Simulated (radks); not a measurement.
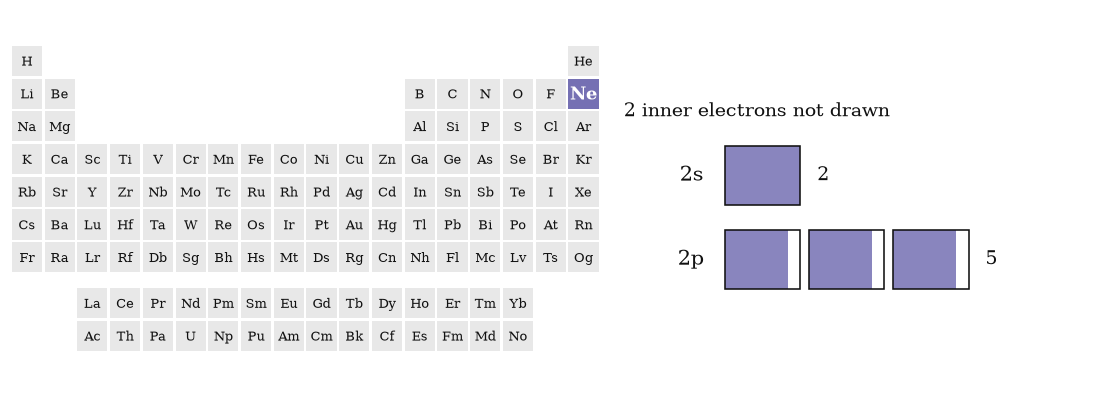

Left, the place of neon in the periodic table; right, the outer shells as the input fills them: a box for each of the 2l + 1 orbitals, shaded by the share of the shell that is filled, with the electron count at the right.

Atomic calculation for Ne⁺

System: the neon ion Ne⁺ in the configuration [He] 2s2 2p5 (2p1/2: 2, 2p3/2: 3).
Method: Dirac Kohn-Sham, PBE, spin-unpolarised, spherical densities, finite nucleus (the in-house radial solver radks).

## Input
```
Z 10
configuration [He] 2s2 2p5
relativity Dirac
functional pbe,pbe
spin unpolarised
j_filling energy
nucleus finite rms 3.0055 fm
c 137.035999084
mesh_step 0.02
max_iterations 62
```

Energies in input and log are in hartree, lengths in bohr (the nuclear radius in fm).

The run was one of a batch that the task file lists, launched with:
```bash
python <driver script> task.json out
```

## Log
```
1s1/2   1   2.0000         -31.36022187
2s1/2   1   2.0000          -2.04483857
2p1/2   1   2.0000          -1.18872492
2p3/2   1   3.0000          -1.18437011
Etot -128.1889542631237
Ekin 128.21553462513162
Encl -303.42341291976265
Eh 58.84086712094765
Exc -11.821943089440309
err 1.7491954575518506e-09
it 14
```

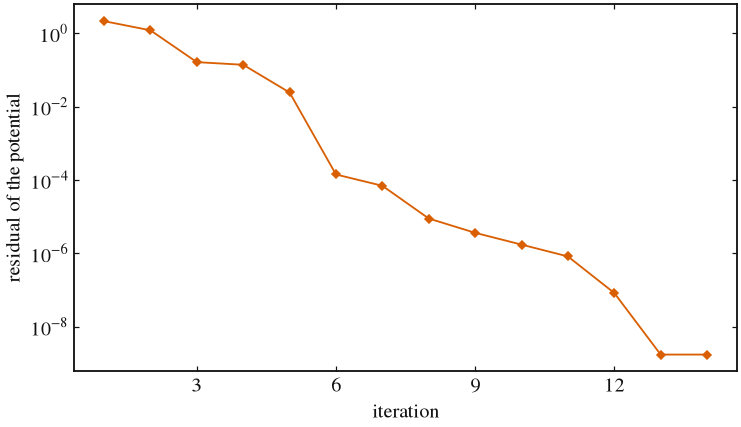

Convergence: residual of the potential against the iteration. The residual falls almost steadily, with no more than small rises or pauses. It goes from 2.1 to 1.7×10⁻⁹ in 14 steps.

## What the run reported

| quantity | value |
| --- | --- |
| outcome | converged |
| total energy | −128.188954 hartree |
| kinetic energy | 128.215535 hartree |
| electron–nucleus energy | −303.423413 hartree |
| Hartree energy | 58.840867 hartree |
| exchange–correlation energy | −11.821943 hartree |
| radius at density 0.001 e/bohr³ | 2.63 bohr |
| SCF iterations | 14 |
| hardware | 1 thread of Arm Neoverse N1, 40 GiB of memory available, shared host |

## What is odd here

A numerical setting was moved from its usual value: mesh step h = 0.02. The program ran to the end, and its total energy equals that of the same run with the usual input (−128.18895 hartree) within 10⁻⁵ hartree, so the oddity leaves no trace in it.
